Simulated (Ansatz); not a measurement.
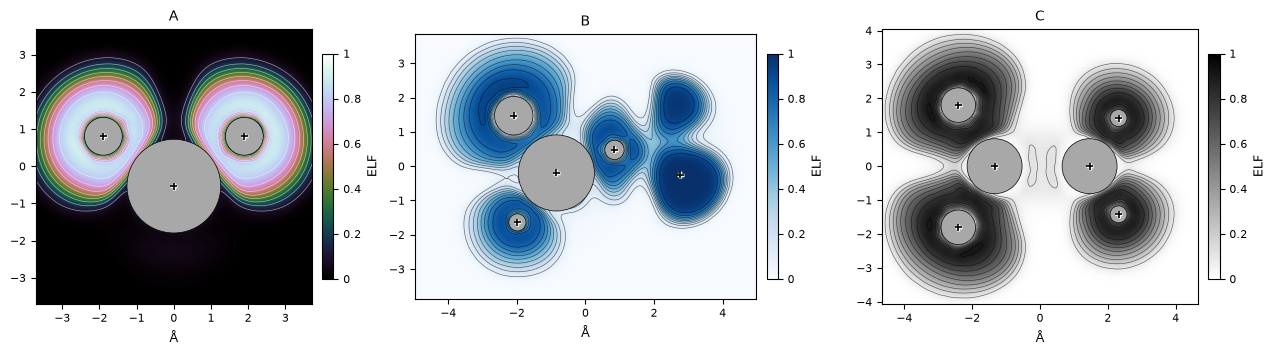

The ELF of 3 systems, each on a plane through atoms (crosses mark nuclei in the plane; grey discs cover the cores).

Theory: Ansatz 0.2.0, isolated molecule in a Gaussian basis; Kohn-Sham density functional theory, functional PBE0.

System 1: CH$_{3}$F$_{3}$MoOS (SMILES C[O][Mo]([F])([F])([F])=[S]), the plane of atoms O6, Mo5 and S7. Geometry: PBE0-D4/def2-SVP; core potentials replace the inner electrons of Mo.

```yaml
atoms:
  - { symbol: C, position_ang: [0.2143, -1.7318, 0.0778] }
  - { symbol: F, position_ang: [-0.6245, 1.4360, -1.9198] }
  - { symbol: F, position_ang: [-1.4434, 2.5204, 0.1962] }
  - { symbol: F, position_ang: [-0.5196, 0.7210, 1.5739] }
  - { symbol: Mo, position_ang: [-0.1134, 1.2929, -0.1534] }
  - { symbol: O, position_ang: [0.3982, -0.4379, -0.4059] }
  - { symbol: S, position_ang: [1.6637, 2.3620, 0.0092] }
  - { symbol: H, position_ang: [1.1799, -2.2604, 0.0636] }
  - { symbol: H, position_ang: [-0.5080, -2.2750, -0.5522] }
  - { symbol: H, position_ang: [-0.1640, -1.6783, 1.1135] }
```

System 2: Al$_{2}$Cl$_{2}$F$_{2}$H$_{2}$O$_{2}$, the plane of atoms Cl3, Al2 and Cl4. Geometry: PBE0-D4/def2-SVP.

```
atom    x (Å)    y (Å)    z (Å)
  Al  -2.4442  -1.2404  -2.6780
  Al  -0.0050   0.0378  -2.1649
  Cl   0.1008   2.1265  -2.0295
  Cl   1.7529  -1.0737  -1.9078
   F  -3.8382  -0.3691  -2.8832
   F  -2.5374  -2.8910  -2.7851
   O  -1.4598  -0.6310  -1.2556
   O  -0.9977  -0.5758  -3.5890
   H  -1.7379  -0.4491  -0.3539
   H  -0.7089  -0.7532  -4.4882
```

System 3: Cl$_{4}$Zr (SMILES [Cl][Zr]([Cl])([Cl])[Cl]), the plane of atoms Cl1, Zr5 and Cl2. Geometry: PBE0-D4/def2-SVP; core potentials replace the inner electrons of Zr.

```xyz
5

Cl   -0.1102   -0.2313    2.3072
Cl    1.5490   -1.5027   -0.8553
Cl   -2.0866   -0.4311   -0.9214
Cl    0.6478    2.1652   -0.5305
Zr    0.0000    0.0000    0.0000
```

> Which map belongs to which system?

Panel A is system 3, Cl$_{4}$Zr: the plane holds Cl and Zr. Zr–Cl (2.32 Å): the ELF peaks at about 0.85 in the valence shell of Cl, 0.8 Å from its nucleus, and is about 0.40 at the midpoint. Panel B is system 1, CH$_{3}$F$_{3}$MoOS: the plane holds F, Mo, O, S and H. Mo–O (1.82 Å): the ELF peaks at about 0.80 in the valence shell of O, 0.5 Å from its nucleus, and drops to about 0.25 between the two atoms. Panel C is system 2, Al$_{2}$Cl$_{2}$F$_{2}$H$_{2}$O$_{2}$: the plane holds Al, Cl and F. Al–F (1.66 Å): the ELF peaks at about 0.85 in the valence shell of F, 0.6 Å from its nucleus, and is about 0.20 at the midpoint.
